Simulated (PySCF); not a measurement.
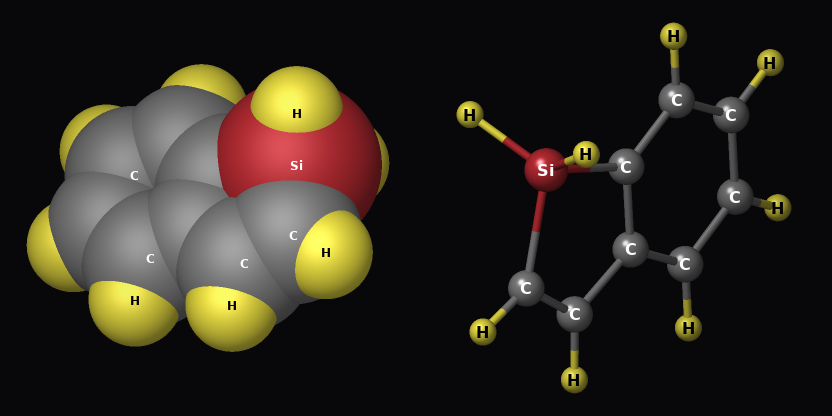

Both panels show the same species.

The geometry was computed by an optimisation with GFN2-xTB. No frequency run is at hand to confirm it as a minimum.

Question: What is the molecular formula?

Answer: C8H8Si, 17 atoms: 8 carbon, 8 hydrogen and 1 silicon.

Question: What is the point group of this geometry?

Answer: Cs.

More results for the same structure follow; atom numbers are the same in all pictures, views and colours differ.

### Shape

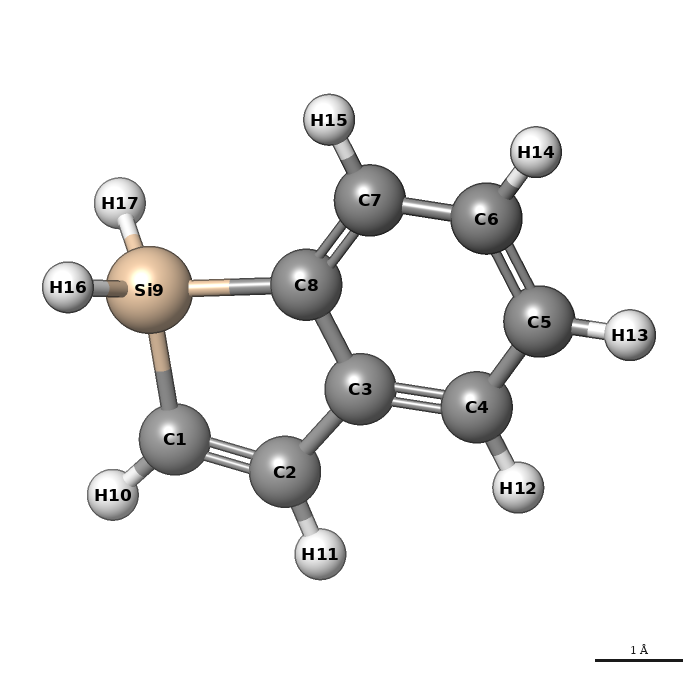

Atoms carry their numbers in the input. No frequency run is at hand to confirm it as a minimum.

Give the bond lengths. Leave out bonds to hydrogen.

| bond | length (Å) | order |
| --- | --- | --- |
| C1–C2 | 1.338 | double |
| C1–Si9 | 1.884 | single |
| C2–C3 | 1.456 | single |
| C3–C4 | 1.386 | aromatic |
| C3–C8 | 1.407 | aromatic |
| C4–C5 | 1.386 | aromatic |
| C5–C6 | 1.384 | aromatic |
| C6–C7 | 1.390 | aromatic |
| C7–C8 | 1.379 | aromatic |
| C8–Si9 | 1.888 | single |

### Electronic properties

No frequency run is at hand to confirm it as a minimum. Properties computed with PBE0/def2-SVPD, gas phase (PySCF 2.14.0). Excitations: vertical, linear response.

Computed properties:

- dipole moment: 0.35 D
- HOMO energy (Kohn–Sham orbital): −6.58 eV
- LUMO energy (Kohn–Sham orbital): −1.38 eV
- HOMO–LUMO gap: 5.20 eV
- mean static polarisability: 115.5 bohr³
- lowest vertical singlet excitation: 4.36 eV
- its oscillator strength: 0.086
- brightest of the 6 lowest singlets: 5.80 eV
- its oscillator strength: 0.45

### NMR shielding

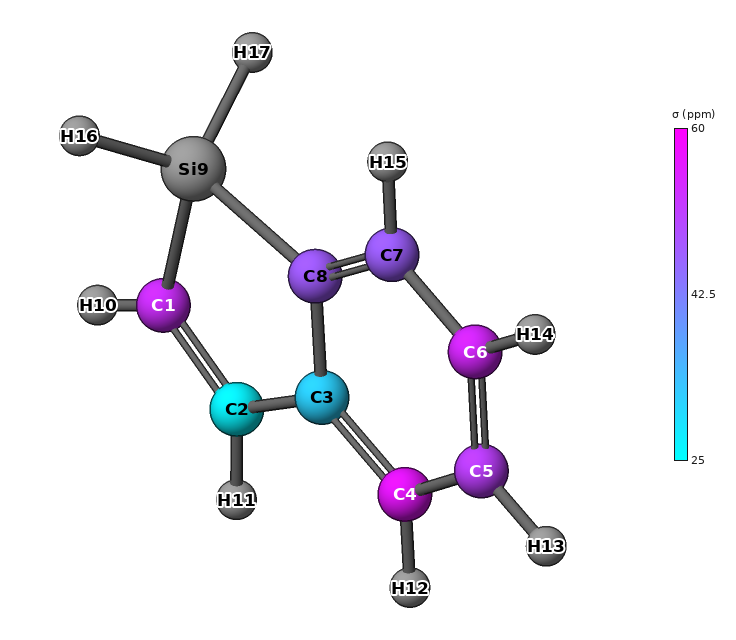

Atoms are coloured by their isotropic NMR shieldings (C only, the others grey). No frequency run is at hand to confirm it as a minimum. Properties computed with GIAO PBE0/pcSseg-1 NMR shielding, non-relativistic, gas phase (PySCF 2.14.0).

Question: Which C atom is the most shielded (lowest chemical shift)?

Answer: C4 (56.9 ppm).

Question: Which C atom is the least shielded (highest chemical shift)?

Answer: C2 (26.4 ppm).

Question: How wide is the range of C shifts?

Answer: 30.5 ppm.

List the isotropic NMR shieldings of the C atoms.

| atom | σ (ppm) |
| --- | --- |
| C1 | 53.4 |
| C2 | 26.4 |
| C3 | 31.2 |
| C4 | 56.9 |
| C5 | 51.2 |
| C6 | 54.5 |
| C7 | 46.8 |
| C8 | 47.2 |

### Ring current

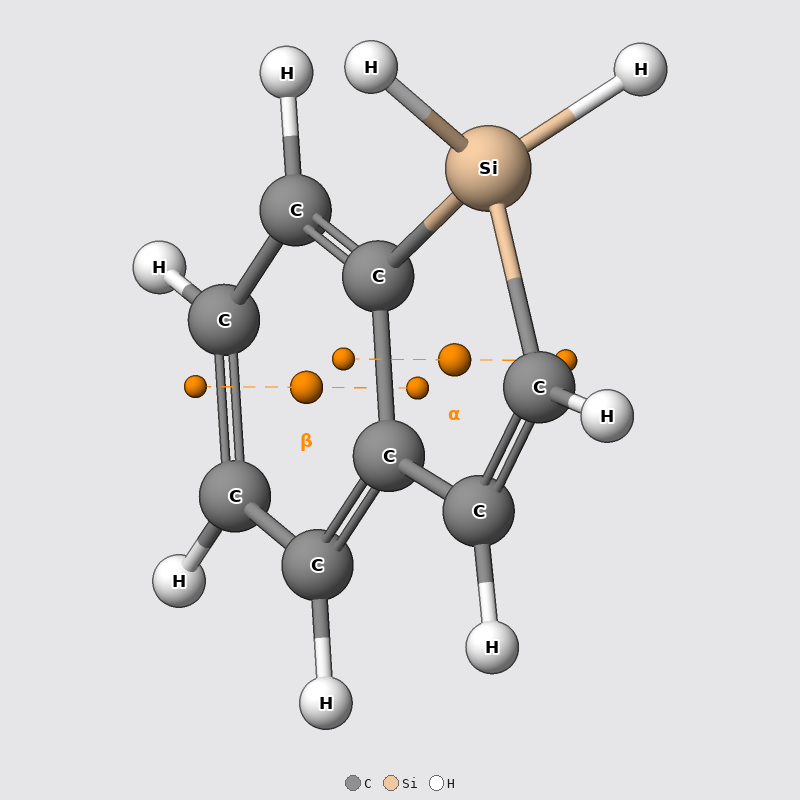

The small points mark where nucleus-independent chemical shifts (NICS) were computed: at the centre of each lettered ring and 1 Å above and below it. No frequency run is at hand to confirm it as a minimum. Level of theory: GIAO PBE0/pcSseg-1 NMR shielding, non-relativistic, gas phase (PySCF 2.14.0).

Give NICS(0), NICS(1) and the out-of-plane component NICS(1)zz for each ring (means of the two sides).

| ring | members | NICS(0) | NICS(1) | NICS(1)zz |
| --- | --- | --- | --- | --- |
| α | C4Si | 3.1 | −0.7 | 5.4 |
| β | C6 | −7.0 | −10.4 | −25.9 |

Values in ppm.

Question: What do the values say about the ring currents?

Answer: Ring α: weak, as in a non-aromatic ring. Ring β: diatropic, as in an aromatic ring. NICS is one index among several.

The geometry is semi-empirical. Around Si such bond lengths and angles can be off by a tenth of an ångström or more and by several degrees, and values that hang on the shape move with them.
